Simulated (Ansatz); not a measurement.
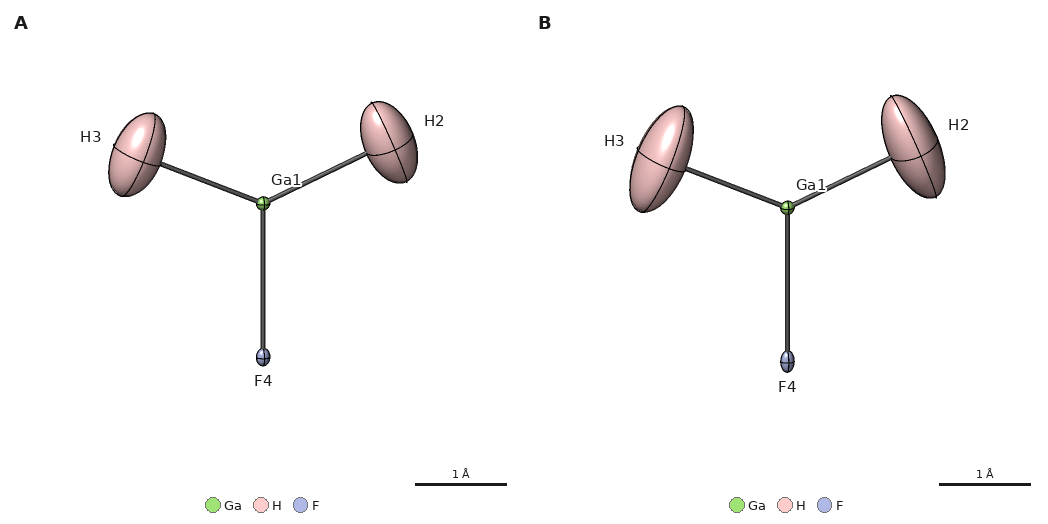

Displacement ellipsoids at the 50 % level, scaled by 2, from the internal vibrations of the free molecule (harmonic, no overall translation or rotation; no half-axis is drawn under 0.075 Å). Vibrations computed with RKS PBE0-D4/def2-TZVP (Ansatz 0.2.0). One panel is for 100 K, the other for 600 K.

Which panel is for 600 K?

Answer. B.

How much does the mean-square displacement of H2 grow, and why?

Answer. U_eq goes from 0.0154 to 0.0231 Å², a factor of 1.5. The lowest modes (from 520 cm⁻¹) begin to be excited.
